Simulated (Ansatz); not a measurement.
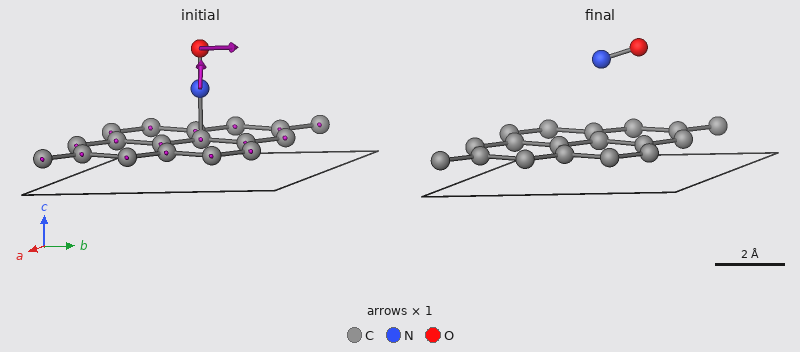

The structure of a slab of composition C$_{18}$NO before (left) and after (right) a relaxation, at one scale. The purple arrows give the displacements, at their true length.

Style: ball-and-stick. Shown: the cell of the calculation, outlined in the plane, without the vacuum (origin shifted), slightly off an axis.

It is NO on graphene monolayer, set down by a guess. The run prepares an end point of a later path (dissociation) calculation, from a guessed geometry.

Theory: DFT LDA, scalar-relativistic, plane waves, PAW (Ansatz). (plane-wave cutoff 420 eV; k-point mesh 2 × 2 × 1; occupations gaussian; smearing width 0.02 eV; collinear spin; atoms relaxed in a fixed cell; force threshold 0.03 eV/Å; at most 60 steps)

Summarise the run.

The energy falls by 3.841 eV per cell of the calculation in 20 accepted moves (22 points after the start). The largest force component goes from 3.6 to 0.029 eV/Å. The line search rejected the trial steps at points 18, 21 of the run. The atom that moves furthest relative to the layer's centre is the O atom (1.36 Å within the plane). By element the largest moves are O 1.36 Å, N 0.99 Å, C 0.12 Å. The cell doesn't change. Near-neighbour distances that change, for instance: C–N 2.044 → 3.023 Å, C–N 1.490 → 2.385 Å, C–N 2.054 → 2.381 Å, N–O 1.180 → 1.141 Å. Bonds break, among them: C–N (1.49 → 2.38 Å). The run may lie on a higher electronic state than the lowest, so the end point isn't shown to be the ground-state structure. The run took 3.5 min on 2 threads of INTEL(R) XEON(R) PLATINUM 8581C CPU @ 2.10GHz (Emerald Rapids), with other jobs on the host, peak memory 1 GiB.

Limits of the set-up: the k-point mesh is coarse for a cell with partly filled bands; the periodic images lie only 7.4 Å apart, so the values are limited by the cell's size.
